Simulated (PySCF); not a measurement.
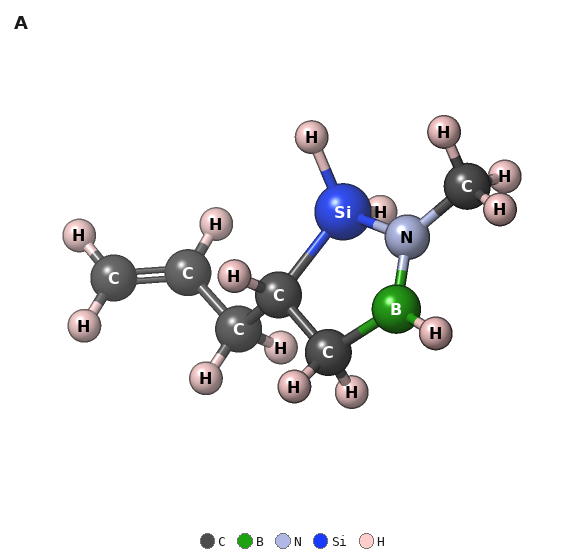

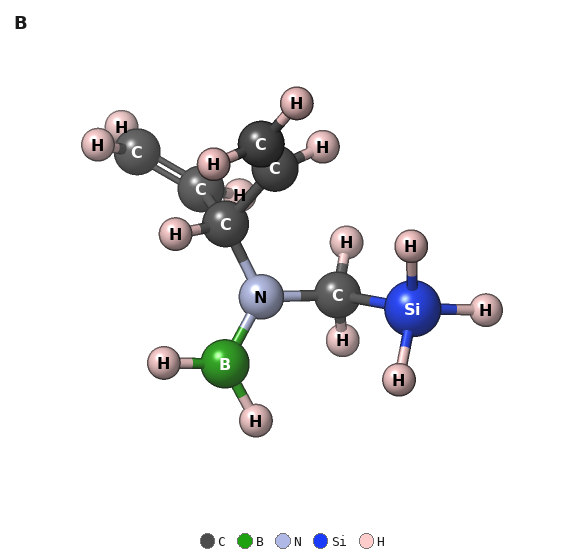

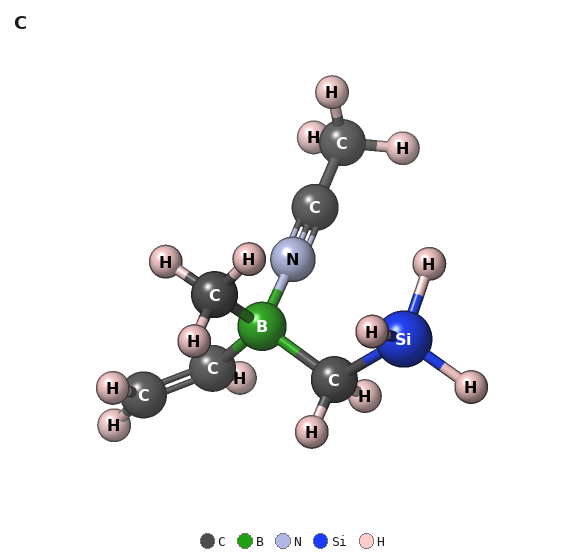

3 stationary structures of one formula. Geometries: GFN2-xTB. Electronic energies: PBE0/pcSseg-1 (PySCF 2.14.0), without zero-point energy. No frequency run is at hand to confirm each as a minimum. Each is one conformer, not always the lowest.

### Are they conformers, stereoisomers or constitutional isomers?

They are constitutional isomers of C6H14BNSi: A `C=CC[C@H]1CBN(C)[SiH2]1`, B `BN(C[SiH3])C(C=C)C=C`, C `C=C[B@@-](C)(C[SiH3])[N+]#CC`.

### Rank them by energy, lowest first.

A is lowest; C lies 42.3 kcal/mol above it, B lies 55.2 kcal/mol above it.

The geometry is semi-empirical. Around B, Si such bond lengths and angles can be off by a tenth of an ångström or more and by several degrees, and values that hang on the shape move with them.
